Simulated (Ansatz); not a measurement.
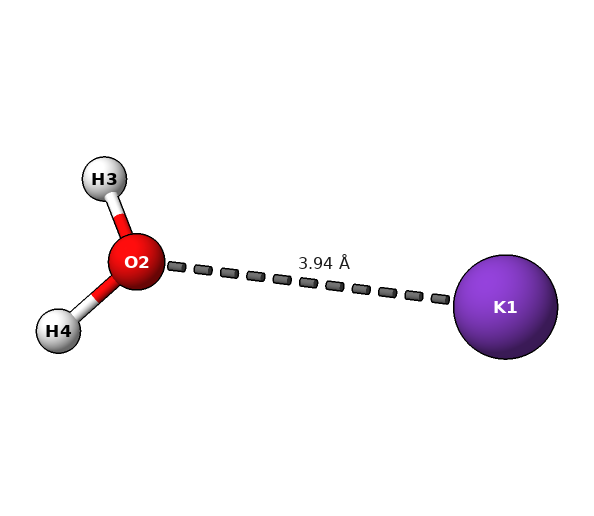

Two molecules or ions; the broken line marks their closest contact (measured against van der Waals radii). The species has charge +1 and is a spin singlet. Geometry: a pair of rigid molecules at a changed separation. Program: Ansatz 0.2.0.

Q: Which two species are they?

A: K and H2O (`O.[K+]`).

Give the counterpoise-corrected interaction energy (kJ/mol, monomers kept as in the pair) with RHF-CCSD(T) (frozen core)/def2-TZVPPD; ωB97M-V/def2-TZVPPD.

| level | interaction energy (kJ/mol) |
| --- | --- |
| RHF-CCSD(T) (frozen core)/def2-TZVPPD | −37.0 |
| ωB97M-V/def2-TZVPPD | −37.8 |
